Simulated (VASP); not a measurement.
Band structure of SnO (litharge). These are vdW-DF-cx, VASP's PBE PAW potentials (set 64) (plane waves; VASP 6.6.1) values and carry that method's errors.

Unless said otherwise, spin-orbit coupling is left out, though it shifts the bands of the heavy elements here.

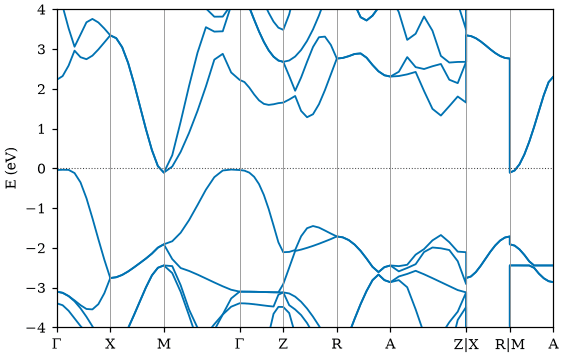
Figure. Bands along high-symmetry lines, zero at the valence-band maximum or, without a gap, the Fermi level

### Question
Read the plot: is there a gap, and where are the band edges?

### Answer
It has no gap at this level: it comes out as a metal or semimetal. (Edges off the drawn lines would not show.)

Measured: gap 0.70 eV (computed value off by -0.70 eV), as given by David Waroquiers et al., Physical Review B (2013), arXiv:1302.6756.

The compound is SnO in the litharge structure. It was relaxed first.
